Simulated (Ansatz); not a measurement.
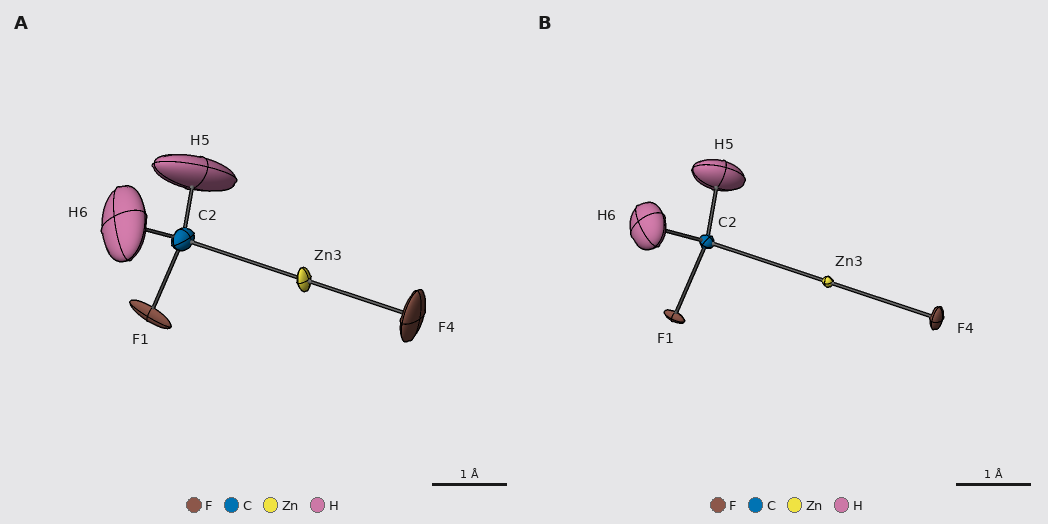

Displacement ellipsoids at the 50 % level, scaled by 1.5, from the internal vibrations of the free molecule (harmonic, no overall translation or rotation; no half-axis is drawn under 0.075 Å). Vibrations computed with RKS PBE0-D4/def2-TZVP (Ansatz 0.2.0). One panel is for 100 K, the other for 600 K.

Which panel is for 600 K?

A.

How much does the mean-square displacement of F4 grow, and why?

U_eq goes from 0.0034 to 0.0154 Å², a factor of 4.5. Modes below kT (417 cm⁻¹ at 600 K) grow about in proportion to T, and the lowest lies at 106 cm⁻¹; the mean-square amplitude of a mode is its zero-point value times coth(ħω/2kT), which comes close to 1 only above about 3kT.
